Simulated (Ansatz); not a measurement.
# Run report: C₂H₂₃NO₁₀, molecular dynamics (part 3 of 3)

The same run, continued: C₂H₂₃NO₁₀ (disordered cell, 36 atoms in the cell); DFT PBE-D3(BJ), scalar-relativistic, plane waves, PAW, no spin polarisation (Ansatz 0.2.0); cutoff 420 eV, 1×1×1 k-mesh, Fermi–Dirac smearing of 0.05 eV. It belongs to a series of runs on one base structure; here: dynamics from the start.

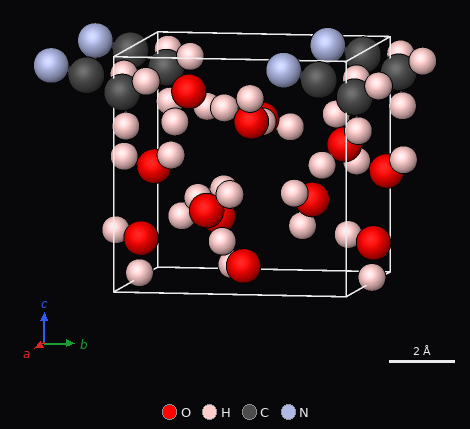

The geometry at step 250 of the log (spheres-only view of the cell of the calculation, seen slightly off an axis).

Trajectory as extended XYZ, continued:
```
36
Lattice="7.2874 0.0000 0.0000 0.0000 7.2874 0.0000 0.0000 0.0000 7.2874" Properties=species:S:1:pos:R:3:forces:R:3 step=175 time_fs=131.2 energy=-6924.48323 temperature=1213.4
O     4.5400   -0.5877    3.9707   -3.6360  -3.5000   3.2159
H     5.1325   -0.1090    3.5386    3.9906   4.0298  -3.4279
H     5.1224   -1.3445    4.1626   -0.5351  -0.4390   0.3835
O     6.0783    3.1955    3.0386   -2.5276  -0.5728  -0.8064
H     6.7548    2.8134    2.5080    1.7941   0.2170   0.0195
H     6.2330    3.7550    3.8056    0.8436   0.1714   0.5773
O     2.5126    3.8769    5.0486    1.6359   0.7266   0.0019
H     2.9150    3.5468    4.2268   -0.5526   0.0569  -0.2341
H     1.8607    3.2481    5.3341   -0.6874  -0.7027   0.1151
O     1.7827    2.1120    2.0871   -1.1230   0.9612  -0.7749
H     1.8358    2.2661    1.1124    0.2199  -0.4290   0.9224
H     2.5175    1.5480    2.3112    0.6598  -0.7696  -0.1884
O     0.2029    7.1818    3.2084   -0.0358   1.8612   2.7462
H     0.0618    8.1644    3.2070    0.3968  -0.8029   0.1117
H    -0.0057    6.9795    2.3374   -0.4380  -1.0504  -2.9292
O     2.2945    5.1092    2.4602    0.3602  -0.1533  -0.0824
H     1.7334    5.0390    1.6990   -1.9628  -1.5893  -0.9388
H     2.6514    5.8644    2.0017    1.8925   1.6780   0.7223
O     4.0873    3.3087    0.6920    4.0144   1.3360  -0.1484
H     3.6339    3.5907    1.4702   -1.8810   0.3717   1.4270
H     4.9597    3.8231    1.0181   -1.9627  -1.5522  -1.2450
O     2.4371    1.1312    6.4453    0.5622  -2.0768  -2.1995
H     2.9063    1.9575    6.3859    0.7904   1.0710   0.0847
H     2.8697    0.5907    5.6710   -1.2119   1.1056   1.5605
O     4.3686    7.4419    0.8983   -0.4171  -1.2385  -0.3244
H     4.0084    7.2768   -0.0446    1.0642   1.3708   2.0760
H     4.9191    8.2343    1.0640   -0.8109  -0.2338  -1.0722
O     5.5644    4.3668    5.3814   -4.9742  -1.5784   1.8549
H     4.3913    4.1421    5.6166    3.2163   1.3985  -1.5784
H     5.6819    3.7009    6.0956    1.2311   0.3765  -0.2303
C     6.6574    0.5405    6.2549    2.2302  -2.7489  -2.0573
C     7.4262   -0.7337    6.7247    3.0699  -2.6050   1.2106
N     8.1667   -1.7203    6.8505   -4.1886   5.1146  -0.2439
H     5.9641   -0.0679    5.6238   -0.7474   1.1201   0.4456
H     6.2482    1.4351    6.8206    0.7766  -1.5703  -0.2184
H     7.4345    0.7700    5.4325   -1.0565   0.6456   1.2250
36
Lattice="7.2874 0.0000 0.0000 0.0000 7.2874 0.0000 0.0000 0.0000 7.2874" Properties=species:S:1:pos:R:3:forces:R:3 step=200 time_fs=150.0 energy=-6924.22418 temperature=1412.9
O     4.7027   -0.6003    4.0941   -1.1708   0.5892   0.5009
H     5.3109   -0.1838    3.4930    0.8211   0.7261  -0.7215
H     4.8273   -1.5163    3.8547   -0.2076  -0.9277   0.4578
O     5.9498    3.0582    2.8803   -2.0203   0.6092  -0.6174
H     6.5989    2.3676    2.7954    1.1768   0.1178   0.8289
H     5.9779    3.7992    3.5275    1.0006  -0.7911  -0.4207
O     2.4747    3.8581    5.0226   -0.7311  -0.1986   0.8138
H     2.4769    3.0887    4.4117   -0.7402   0.5654   0.4811
H     1.6953    3.8382    5.6728    1.4528  -0.2188  -1.2979
O     1.9339    2.0159    1.8570    0.0535  -0.1032  -1.6945
H     2.4193    1.8088    0.9746   -0.8512   0.2127   1.9590
H     2.1868    1.3245    2.4778    0.5984  -0.3070  -0.0402
O     0.0226    7.1839    3.2833    1.6654   0.9571  -1.9633
H     0.5478    7.6547    2.5512   -1.2832  -0.1232   0.9121
H     0.5960    6.3967    3.2185   -0.0564  -0.8420   0.4550
O     2.2833    5.2384    2.5390    1.4198   1.7614   0.6678
H     2.2676    4.9576    1.6376   -0.7552  -0.7451  -1.6338
H     3.0158    5.9232    2.4330   -0.7970  -0.6869   0.8145
O     4.1383    3.3354    0.6437    4.1648  -1.9568  -5.2477
H     3.7815    3.4902    1.4340   -2.3352   0.8963   5.4709
H     5.0876    3.0330    0.8616   -1.8497   1.0395  -0.2192
O     2.5939    1.1916    6.1609    1.7664  -2.7870  -3.8329
H     3.1099    1.9913    6.1530    0.4476   1.5934   0.3594
H     3.0985    0.7266    5.2581   -1.9520   1.0635   3.4992
O     4.2707    7.3101    1.0845   -2.3466   0.3575  -2.2558
H     3.3875    6.9943    0.5504    2.9947   1.1911   1.3029
H     4.5100    8.1759    0.6019   -0.7344  -1.6444   0.8567
O     5.4857    4.3174    5.4632   -1.2392  -5.1145  -2.8962
H     5.0932    3.2767    4.9552    0.4619   4.1569   2.2784
H     6.3612    3.9725    5.2195    1.0816   0.8107   0.7680
C     6.9463    0.2598    6.1541   -4.2672   5.5024   0.5695
C     7.5313   -0.7264    6.8308    1.3995  -2.8990  -1.0894
N     8.2478   -1.6186    6.8759    1.6258  -2.4990   1.7090
H     5.8627    0.1414    5.7944    1.5128  -0.3346   0.3453
H     6.9172    0.9900    7.0091   -0.7783   0.5790  -0.3878
H     7.5670    0.8434    5.4937    0.4723  -0.5501  -0.7321
36
Lattice="7.2874 0.0000 0.0000 0.0000 7.2874 0.0000 0.0000 0.0000 7.2874" Properties=species:S:1:pos:R:3:forces:R:3 step=225 time_fs=168.8 energy=-6923.94377 temperature=1531.0
O     4.7073   -0.4960    4.1960   -0.3460  -2.2364   1.9586
H     5.4499   -0.9154    3.6566   -0.7320   0.7634   0.8762
H     4.5793   -1.1209    5.0516    0.5983   1.2857  -2.9513
O     5.9595    2.8534    2.6332    0.3543  -0.8534  -0.1871
H     6.2302    2.2587    3.3636   -0.0294   0.3223  -0.5726
H     5.7466    3.7229    2.9659   -0.0618   0.4795   0.8531
O     2.4526    3.7134    4.9581    0.1477   1.7590   1.2099
H     1.6580    3.5586    4.4349   -0.1174   0.2617  -0.2874
H     2.2882    4.5647    5.4964    0.0826  -1.7531  -0.9363
O     2.0622    2.1460    1.7689    2.6263  -1.2515   1.9320
H     2.7041    1.5311    1.2363   -1.5148   1.0924   1.4648
H     2.5068    2.0455    2.7347   -1.4603   0.1851  -3.0062
O     0.1742    7.2419    3.2004   -0.3741  -1.7677  -5.2617
H     0.7019    6.4342    2.7686   -0.9702   2.0253  -0.1164
H     0.5031    7.0080    3.9934    1.5955  -0.4997   5.2790
O     2.3398    5.3024    2.5071   -0.4995   0.7088   3.2124
H     2.2798    5.1367    1.5876    0.7592  -0.3051  -1.8017
H     3.1741    5.6427    2.9322   -0.6733  -0.3000  -1.3249
O     4.2137    3.4259    0.5985    5.9352   1.3422  -1.6781
H     3.5722    3.1293    1.1769   -2.3114  -1.1652   2.6212
H     5.1972    3.3391    1.0746   -3.8056  -0.1220  -1.4102
O     2.7764    1.3206    5.9034    3.4756  -3.7371  -0.7416
H     3.0332    2.2166    5.8144   -0.4191   2.9055   0.1197
H     3.7099    0.9687    5.5142   -2.9830   0.2066   0.7428
O     4.0520    7.4142    1.2268   -3.1039   0.9970  -4.8129
H     3.2178    6.8922    0.9173    1.5860   0.0024   1.5793
H     3.8263    7.9979    0.3028    1.5669  -1.0035   2.6313
O     5.5644    4.1959    5.4003    1.9983  -5.3108  -1.5031
H     5.2083    3.1047    5.1191    1.1595   4.7852   1.3103
H     6.6085    3.9876    5.3965   -3.0332   0.8457   0.2649
C     6.8703    0.3546    6.1826   -1.5940  -2.6526   2.5350
C     7.7582   -0.8351    6.6536   -0.4737  -0.0776   1.6844
N     8.2857   -1.7862    7.1592   -1.2047   2.7668  -1.9012
H     6.0844   -0.1243    5.5967    0.5500  -0.0852  -1.2065
H     6.0270    0.7457    6.9134    2.4585  -0.5024  -0.0055
H     7.3939    1.1217    5.6885    0.8138   0.8885  -0.5700
36
Lattice="7.2874 0.0000 0.0000 0.0000 7.2874 0.0000 0.0000 0.0000 7.2874" Properties=species:S:1:pos:R:3:forces:R:3 step=250 time_fs=187.5 energy=-6924.21194 temperature=1928.0
O     4.5135   -0.5846    4.4088   -0.0462  -0.0823   0.8922
H     5.0178   -1.1860    3.8122   -0.0465   0.4622   0.9208
H     4.7194   -0.7991    5.3714   -0.1188  -0.2758  -1.9807
O     5.9490    2.6576    2.4356   -1.1195  -1.8523  -0.1507
H     5.0920    2.2236    2.7430    1.7577   0.6261   0.3410
H     6.1465    3.4270    2.9701   -0.3124   0.3998   0.8006
O     2.3554    3.7018    4.9060    1.4263   0.0228  -0.2329
H     1.9563    4.5255    4.6439   -0.4812   0.7518  -0.3842
H     3.3336    3.9067    4.9378   -1.1370  -0.0279   0.3468
O     2.2323    2.3259    1.8652    2.3587  -2.8414   3.4928
H     2.5351    1.2332    1.8836   -0.7153   3.3688  -0.7733
H     2.7499    2.5903    2.7680   -1.9880  -0.4205  -2.7160
O     0.3907    7.2487    3.1632   -2.1728  -6.7740  -1.7010
H     0.8812    6.3999    3.5098   -1.0877   1.7762  -1.4194
H     0.8565    7.8640    3.5744    3.3547   5.0748   2.5800
O     2.2722    5.2736    2.4406    0.2749   0.2898  -0.0583
H     1.9158    4.9005    1.5854    0.6808  -0.1086   0.7469
H     3.1312    4.8746    2.7211   -0.9610  -0.1708  -0.9150
O     4.3280    3.5120    0.5648    3.4204  -0.1177   2.1520
H     3.5687    3.0009    0.5231   -3.4827  -1.3978  -0.7465
H     4.7259    2.9153    1.3579    0.1066   2.4513  -2.5064
O     3.0224    1.5482    5.7947    1.9643  -1.8311  -3.9070
H     2.3049    1.9825    5.2625    0.2858   0.2974   0.9327
H     3.5855    1.2160    4.9016   -1.6156   0.4115   3.3006
O     3.7143    7.4683    1.2952    0.0750  -0.1416  -4.0375
H     3.3397    6.6023    1.4976   -0.4717  -0.8507   0.7544
H     3.6328    7.4029    0.2145    0.1046   0.8659   3.4757
O     5.4595    3.9688    5.1625   -0.0643  -3.4224   2.9804
H     4.9163    3.0188    5.5135    2.1457   3.6639  -0.8178
H     6.1545    4.0617    5.9549   -2.0881  -0.2803  -2.0111
C     7.0167    0.2146    6.1578    1.1388   3.9306   3.2682
C     7.7895   -0.7602    6.7551   -1.1028  -0.3280  -1.8688
N     8.0941   -1.8052    7.0679    2.0752  -3.5509   1.9766
H     7.0222    0.3324    5.1200   -0.0505  -0.3690  -1.8187
H     6.0137    0.0816    6.6182    0.3883   0.9646  -0.1042
H     7.7315    1.1011    6.5968   -2.4958  -0.5143  -0.8120
36
Lattice="7.2874 0.0000 0.0000 0.0000 7.2874 0.0000 0.0000 0.0000 7.2874" Properties=species:S:1:pos:R:3:forces:R:3 step=275 time_fs=206.2 energy=-6924.68005 temperature=1746.3
O     4.2350   -0.6574    4.7061   -0.2916  -0.2762  -2.4650
H     4.0774   -0.5884    3.6833    0.6269  -0.6108   2.2295
H     4.7500   -1.4972    4.8198   -0.5375   0.7174  -0.6461
O     5.8451    2.4475    2.3062   -0.1511  -0.4331  -0.2426
H     5.1586    1.7780    2.4680    0.1833   0.0853   0.1438
H     6.4427    2.3944    3.0516    0.4654  -0.1071   0.5403
O     2.1455    3.8730    4.7694    1.5629  -0.8578   0.6191
H     2.6857    4.6708    4.7685   -0.4369   1.0567  -0.4369
H     2.8996    3.3268    5.1558   -1.2893  -0.0878  -0.5295
O     2.2530    2.4345    1.9503    1.3215  -1.2994   1.6600
H     2.8780    1.5873    1.7392   -1.6993   1.8391   0.6665
H     2.4950    2.6870    2.9104   -0.6962  -0.4464  -1.6564
O     0.7178    7.4101    3.0205   -0.3237  -3.8576   4.6268
H     1.5298    6.8989    3.3435   -1.2213   1.3519  -1.4019
H     0.8213    7.9664    2.3165    1.5291   2.5408  -3.0276
O     2.3945    5.2587    2.3728    0.1062   3.3895   0.7596
H     1.4356    5.2517    2.2719   -0.0757  -1.0967  -0.4666
H     2.9157    4.4923    2.2330    0.1064  -2.1924  -0.7898
O     4.3441    3.4845    0.6616    4.2499  -2.1314   1.3870
H     3.8572    3.2839   -0.0766   -3.0649  -0.1823  -2.8833
H     4.9687    2.6131    0.5560   -1.3905   3.1414   1.1992
O     3.3497    1.6942    5.7546    0.5654  -2.6976  -2.8208
H     2.4016    1.6652    5.8701   -1.0398   0.3654   0.5409
H     3.4023    1.0064    4.9122    0.5154   1.9949   2.9911
O     3.3443    7.4499    1.3766   -0.5786  -1.4685  -2.6843
H     2.9476    6.5163    1.6669    0.3737   0.9418  -0.0777
H     3.0921    7.4491    0.3678    0.9110   0.1379   2.3762
O     5.3581    3.7239    5.1507   -1.3357  -0.4178   2.0208
H     4.8962    2.9335    5.7070    1.3311   2.7888  -1.6085
H     5.2623    4.5678    5.7248    0.4589  -2.5231  -0.2797
C     7.1850    0.3657    6.0679    1.5712  -4.5301  -0.2386
C     7.7170   -1.0166    6.6699   -0.2062   2.6699   0.6084
N     8.0442   -2.0379    7.1312   -0.1882   0.4240  -0.3449
H     7.8646    0.4519    5.1562   -1.7816   0.5091   0.6011
H     6.1818   -0.0440    6.0043   -0.6547   0.2585  -1.7154
H     6.9468    1.2109    6.6611    1.0844   1.0035   1.3454
36
Lattice="7.2874 0.0000 0.0000 0.0000 7.2874 0.0000 0.0000 0.0000 7.2874" Properties=species:S:1:pos:R:3:forces:R:3 step=300 time_fs=225.0 energy=-6924.99539 temperature=1347.7
O     4.1342   -0.6809    4.6541   -0.5400   0.5756  -1.4199
H     3.6585   -0.1983    3.9016    1.0269  -1.1890   0.9703
H     4.4520   -1.5518    4.2794   -0.3999   0.7591   0.4805
O     5.8666    2.2455    2.1714   -1.4160  -1.9913  -0.6250
H     5.4258    1.3244    2.1561    0.8760   1.7234   0.1847
H     6.6393    2.1587    2.7208    0.6514  -0.0553   0.7562
O     1.8985    3.9834    4.6102    1.8789  -2.2937  -0.4694
H     2.6708    3.8354    4.0017   -0.4863   1.9370  -0.5380
H     2.1772    3.0875    4.9469   -1.3503   0.3618   1.2988
O     2.1154    2.5408    1.9053    3.4142   0.6436  -1.2648
H     3.1566    2.7663    1.9910   -2.6511  -0.7305  -0.8982
H     1.8829    2.5388    2.8121   -0.9840   0.1146   1.8330
O     0.8693    7.5069    2.9412   -2.4598  -1.2794   2.5313
H     1.7927    7.4265    2.8995    2.1121   0.3915  -0.8896
H     0.5778    8.0673    2.2537    0.0735   0.9110  -1.6894
O     2.5120    5.2384    2.1845   -0.3463   0.6576   2.4091
H     1.6819    5.5733    2.6954    1.3394  -1.5451  -1.9392
H     2.4314    4.4895    1.5859   -1.3045  -0.3987   0.1662
O     4.2726    3.5992    0.7187    2.5370  -0.1196   0.4046
H     3.7998    3.3524   -0.0382   -2.4749  -0.2784  -2.0344
H     5.0837    3.1007    0.4002   -0.2065   0.7254   1.6005
O     3.4428    1.7013    5.9186    0.3154  -4.5088   0.1871
H     2.8085    1.3078    6.5794    0.0173   1.2872  -0.2083
H     3.8304    0.6788    5.6969   -0.4877   2.9409  -0.2356
O     3.1045    7.3503    1.4516    2.8948   1.3140  -3.6970
H     3.3653    6.4127    1.5236   -0.8468  -0.8583   0.8919
H     3.5515    7.4319    0.5122   -1.0618   0.6692   2.3428
O     5.3896    3.7000    5.2297   -1.4267  -0.8468   1.1036
H     4.7370    2.9070    5.3810    1.4132   1.9301  -0.2297
H     5.3118    4.2418    6.0725    0.1402  -0.7961  -1.0935
C     7.4092    0.0427    6.0113   -0.1219   4.4188  -4.0499
C     7.6680   -1.1678    6.5742   -0.4579  -1.4856   0.8253
N     7.9124   -2.0410    7.2785    0.2737  -1.7141   0.6713
H     8.3642    0.3707    5.4429   -1.3383  -0.4238   0.4476
H     6.5349    0.2699    5.2146    1.7149  -1.1490   1.7867
H     7.3383    0.7987    6.7894   -0.3180   0.3025   0.3902
```

This output came from the following input.

Input:
```yaml
accuracy: low
crystal:
  lattice:
    - [7.287362, 0.0, 0.0]
    - [0.0, 7.287362, 0.0]
    - [0.0, 0.0, 7.287362]
  atoms:
    - { symbol: O, position: [0.59967405, -0.00634335, 0.58876027] }
    - { symbol: H, position: [0.53803026, 0.11451281, 0.57375213] }
    - { symbol: H, position: [0.71795629, 0.00940001, 0.5235253] }
    - { symbol: O, position: [0.86898572, 0.46195527, 0.45233898] }
    - { symbol: H, position: [0.85344942, 0.59269731, 0.42920446] }
    - { symbol: H, position: [0.776926, 0.40724542, 0.3696047] }
    - { symbol: O, position: [0.39437452, 0.57578849, 0.7070266] }
    - { symbol: H, position: [0.31410341, 0.67498912, 0.75373233] }
    - { symbol: H, position: [0.406659, 0.60120335, 0.57224871] }
    - { symbol: O, position: [0.18417985, 0.25130911, 0.28361373] }
    - { symbol: H, position: [0.10034015, 0.35293644, 0.31121819] }
    - { symbol: H, position: [0.21354476, 0.26069101, 0.15247778] }
    - { symbol: O, position: [-0.05271308, 0.97224693, 0.42689774] }
    - { symbol: H, position: [0.03750922, 1.06091208, 0.37859688] }
    - { symbol: H, position: [-0.10312156, 0.91404264, 0.3165292] }
    - { symbol: O, position: [0.41515107, 0.65329419, 0.34599394] }
    - { symbol: H, position: [0.50777905, 0.74092701, 0.30160693] }
    - { symbol: H, position: [0.43289346, 0.54438505, 0.26997573] }
    - { symbol: O, position: [0.65609016, 0.32235135, 0.15193814] }
    - { symbol: H, position: [0.53994132, 0.27441944, 0.1044602] }
    - { symbol: H, position: [0.69078959, 0.41025646, 0.05438526] }
    - { symbol: O, position: [0.3497465, 0.26437662, 0.91501379] }
    - { symbol: H, position: [0.35497625, 0.36623076, 0.82328447] }
    - { symbol: H, position: [0.32785001, 0.15325541, 0.84123739] }
    - { symbol: O, position: [0.71101453, 0.84536158, 0.15917392] }
    - { symbol: H, position: [0.7209559, 0.77074587, 0.04554415] }
    - { symbol: H, position: [0.67900167, 0.96953964, 0.12242354] }
    - { symbol: O, position: [0.71466139, 0.59317061, 0.88301058] }
    - { symbol: H, position: [0.59653893, 0.5960504, 0.81042034] }
    - { symbol: H, position: [0.80888058, 0.57775296, 0.78960596] }
    - { symbol: C, position: [0.92648912, 0.11930481, 0.83522314] }
    - { symbol: C, position: [1.05736858, -0.02931116, 0.83736151] }
    - { symbol: "N", position: [1.16446539, -0.14705095, 0.84501192] }
    - { symbol: H, position: [0.78986864, 0.0647308, 0.79961555] }
    - { symbol: H, position: [0.92154378, 0.18596232, 0.97026141] }
    - { symbol: H, position: [0.96300952, 0.22033618, 0.7292319] }
basis:
  ecutwfc: 420.0
kpoints:
  mp_grid: { grid: [1, 1, 1] }
hamiltonian:
  xc: pbe
  dispersion: d3bj
scf:
  occupations: { method: fermi_dirac, width: 0.05 }
  lower_state_search: "off"
md:
  timestep: 0.75
  n_steps: 300
  ensemble: nvt_langevin
  temperature: 1500.0
  initial_velocities: maxwell_boltzmann
  seed: 633759
  friction: 0.02
```

Command:
```bash
ansatz run input.yaml --threads 1 --pin off --max-ram 3072MiB --backend cpu --events-out ev --progress --plain --runs-dir out
```

Summary:

```json
{"quantity": "outcome", "value": "finished"}
{"quantity": "mean temperature over the second half", "value": "1515 K"}
{"quantity": "trajectory", "value": "300 steps, 225 fs"}
{"quantity": "ensemble", "value": "nvt_langevin"}
{"quantity": "temperature in the input", "value": "1500.0 K"}
{"quantity": "time step", "value": "0.75 fs"}
{"quantity": "electrons treated", "value": "96"}
{"quantity": "potential energy (free energy of the electrons) (last step)", "value": "−6924.9954 eV"}
{"quantity": "Fermi energy (last step)", "value": "−0.318 eV"}
{"quantity": "largest force (length of the vector) (last step)", "value": "5.995 eV/Å"}
{"quantity": "hardware", "value": "1 thread of Intel Xeon (Sapphire Rapids), 16 GiB of memory available, shared host"}
{"quantity": "wall time", "value": "9.2 min"}
{"quantity": "peak memory", "value": "0.53 GiB"}
```

The input asks for low accuracy. The k-point mesh is coarse for a cell of this size, so the results may not be converged. So short a trajectory is not equilibrated. The logged temperature at the start can lie below the typed one, since it is counted over all degrees of freedom.
